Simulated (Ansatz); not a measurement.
The relaxed structure here is a generated cell of SrTiO3: the first start was made by a random draw of sites in a space group, and the end was not matched to a known phase here, so it may be hypothetical. Known forms of SrTiO3 include space group No. 221.

The end point of a relaxation of SrTiO3. Space group P6₃mc (No. 186). Method: PBE (plane waves to 420 eV, PAW, scalar-relativistic; Ansatz, an electronic-structure program).

```xyz
10
Lattice="3.5368 0.0000 0.0000 -1.7684 3.0630 0.0000 0.0000 0.0000 13.1102" Properties=species:S:1:pos:R:3 pbc="T T T"
O      0.0000     2.0420    10.3180
O      1.7684     1.0210     3.7629
O      0.0000     0.0000     8.4410
O      0.0000     0.0000     1.8859
O      0.0000     0.0000    12.1468
O      0.0000     0.0000     5.5917
Sr     0.0000     2.0420     0.3974
Sr     1.7684     1.0210     6.9525
Ti     0.0000     0.0000     3.7279
Ti     0.0000     0.0000    10.2830
```

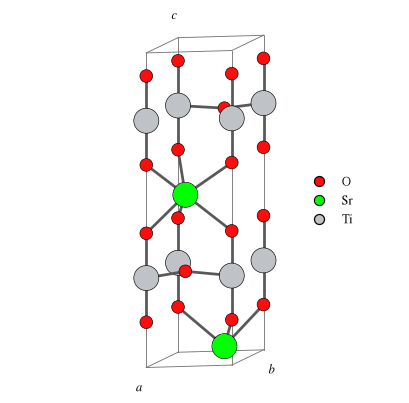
*The conventional cell of the relaxed structure*

```json
{
 "volume_per_atom": "14.20 Å³",
 "band_gap": "1.10 eV, indirect (valence top at Γ, conduction bottom at K) (no spin-orbit coupling)",
 "smallest_direct_gap": "1.30 eV at K",
 "shortest_distances": "O–Ti 1.84 Å; O–Sr 2.45 Å; O–O 2.74 Å; Sr–Sr 3.54 Å",
 "k-mesh": "11×11×3"
}
```

Band energies at high-symmetry points (eV from the VBM; labels of this space group; no spin-orbit coupling), from −5 eV up to 4.5 eV:

```json
[
 {"point": "Γ", "energies": "-4.11 -4.11 -4.11 -4.11 -3.82 -2.85 -2.48 -2.25 -1.77 -1.77 -1.66 -1.66 -1.26 -1.11 -1.11 -0.93 -0.93 0.00 3.02 3.13 3.13 3.29 3.33 3.33"},
 {"point": "M", "energies": "-4.18 -4.15 -3.87 -3.59 -3.29 -3.17 -3.14 -2.67 -2.09 -2.05 -1.65 -1.49 -1.48 -1.18 -0.82 -0.70 -0.41 -0.37 1.82 1.82 2.98 2.99 3.17 3.32 3.33 3.53"},
 {"point": "K", "energies": "-3.66 -3.66 -3.66 -3.66 -3.41 -3.41 -3.21 -2.70 -2.48 -2.48 -1.50 -1.32 -1.32 -1.19 -1.19 -0.67 -0.20 -0.20 1.10 1.10 2.86 2.86 3.09 3.09 3.71 3.71"},
 {"point": "A", "energies": "-4.11 -4.11 -4.11 -4.11 -3.46 -3.46 -2.31 -2.31 -1.72 -1.72 -1.72 -1.72 -1.02 -1.02 -1.02 -1.02 -0.59 -0.59 3.16 3.16 3.23 3.23 3.23 3.23"},
 {"point": "L", "energies": "-4.17 -4.17 -3.70 -3.70 -3.16 -3.16 -3.13 -3.13 -1.89 -1.89 -1.60 -1.60 -1.21 -1.21 -0.90 -0.90 -0.40 -0.40 1.82 1.82 2.99 2.99 3.24 3.24 3.44 3.44"},
 {"point": "H", "energies": "-3.66 -3.66 -3.62 -3.62 -3.48 -3.48 -3.00 -3.00 -2.34 -2.34 -1.66 -1.66 -1.04 -1.04 -0.91 -0.91 -0.24 -0.24 1.10 1.10 2.86 2.86 3.07 3.07 3.72 3.72"}
]
```

No spin polarisation in the result.

The run could not lose the symmetry of its start, so the end can be a saddle point.
